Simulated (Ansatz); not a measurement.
C9H22O3Si (SMILES CCCCCC[Si](OC)(OC)OC)

Input file:

```
crystal:
  periodic: [false, false, false]
  atoms:
    - {symbol: C, position_ang: [4.469150, -0.383209, -0.343082]}
    - {symbol: C, position_ang: [3.273671, 0.533375, -0.078623]}
    - {symbol: C, position_ang: [2.574151, 0.997905, -1.361553]}
    - {symbol: C, position_ang: [1.421617, 1.989165, -1.142707]}
    - {symbol: C, position_ang: [0.288133, 1.491385, -0.232420]}
    - {symbol: C, position_ang: [-0.408894, 0.209444, -0.721197]}
    - {symbol: Si, position_ang: [-1.755175, -0.377821, 0.434102]}
    - {symbol: O, position_ang: [-2.954915, 0.746456, 0.722407]}
    - {symbol: C, position_ang: [-4.081571, 0.985147, -0.097822]}
    - {symbol: O, position_ang: [-2.569037, -1.726689, -0.147849]}
    - {symbol: C, position_ang: [-1.945718, -2.928813, -0.550440]}
    - {symbol: O, position_ang: [-1.000660, -0.665680, 1.895234]}
    - {symbol: C, position_ang: [-1.691380, -0.922578, 3.106351]}
    - {symbol: H, position_ang: [4.955651, -0.709358, 0.598663]}
    - {symbol: H, position_ang: [5.240764, 0.124577, -0.959710]}
    - {symbol: H, position_ang: [4.161554, -1.297838, -0.892965]}
    - {symbol: H, position_ang: [2.545295, 0.007963, 0.577469]}
    - {symbol: H, position_ang: [3.604611, 1.425721, 0.499470]}
    - {symbol: H, position_ang: [3.325675, 1.467967, -2.034312]}
    - {symbol: H, position_ang: [2.205094, 0.105649, -1.916734]}
    - {symbol: H, position_ang: [1.831459, 2.929750, -0.711357]}
    - {symbol: H, position_ang: [0.996848, 2.269667, -2.132491]}
    - {symbol: H, position_ang: [0.674869, 1.318655, 0.794732]}
    - {symbol: H, position_ang: [-0.470399, 2.296476, -0.125898]}
    - {symbol: H, position_ang: [-0.848063, 0.358536, -1.733356]}
    - {symbol: H, position_ang: [0.324173, -0.620421, -0.830420]}
    - {symbol: H, position_ang: [-3.825843, 1.627662, -0.972166]}
    - {symbol: H, position_ang: [-4.851878, 1.518189, 0.498109]}
    - {symbol: H, position_ang: [-4.525423, 0.040159, -0.481194]}
    - {symbol: H, position_ang: [-2.730171, -3.678923, -0.783131]}
    - {symbol: H, position_ang: [-1.292373, -3.353418, 0.246136]}
    - {symbol: H, position_ang: [-1.323154, -2.796244, -1.466038]}
    - {symbol: H, position_ang: [-2.477167, -0.159684, 3.300652]}
    - {symbol: H, position_ang: [-0.961875, -0.899106, 3.942228]}
    - {symbol: H, position_ang: [-2.179032, -1.924057, 3.099913]}
basis:
  gaussian: {orbitals: def2-TZVP, initial_orbitals: start.molden}
hamiltonian: {xc: pbe0, dispersion: d4}
scf: {omitted_lower_state_checks: [starts]}
output: {forces: true, orbitals: {seedname: orbitals}}
```

Command:

```sh
ansatz run in.yaml --threads 4 --pin off --events-out ev --progress --plain --max-ram 6963MiB
```

Geometry: PBE-D4/def2-SVP; not at a stationary point (largest force 0.9 eV/Å).

These are results of RKS PBE0-D4/def2-TZVP (Ansatz), not measurements.

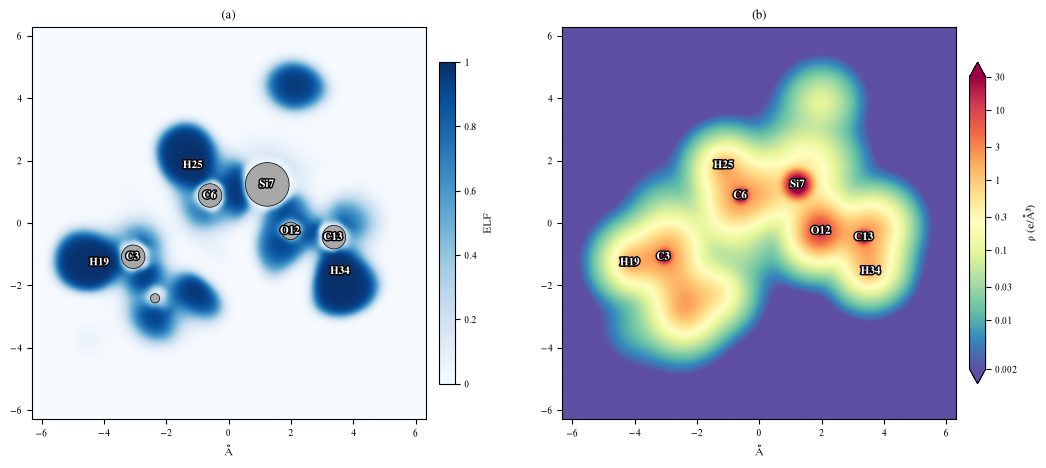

Figure 1. (a) electron localisation function; (b) total electron density on the plane of atoms Si7, C6 and H25. Grey discs cover the atomic cores in the ELF map.

Read the bonding off the picture.

Answer.
- The plane passes through C, Si, O and H nuclei.
- C–O (1.42 Å): ρ at the midpoint is about 2 e/Å³, with its minimum of 1.7 e/Å³ about 0.5 Å from C; the ELF peaks at about 0.90 between the atoms: a polar covalent bond.
- Si–O (1.67 Å): the density is about 1.1 e/Å³ at the midpoint; the ELF peaks at about 0.90 between the atoms, as expected for a shared but strongly polarised pair.
- C–Si (1.87 Å): ρ at the midpoint is about 1 e/Å³; the ELF peaks at about 0.95 between the atoms, as expected for localised, covalent bonding.
- C–H (1.11 Å): ρ at the midpoint is about 1.9 e/Å³; the ELF climbs to about 1 towards the hydrogen, as it does in any bond to H; an ordinary covalent bond to hydrogen.

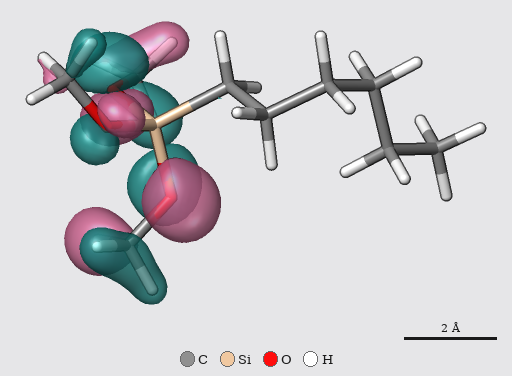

Figure 2. The HOMO−1 at ±0.1 Å⁻³ᐟ² (teal and pink are the two phases), seen at an oblique angle.

What is the character of this orbital?

Answer. It lies mainly on O12 (about 30 %), O10 (about 25 %) and C13 (about 5 %). Its energy is −7.98 eV.
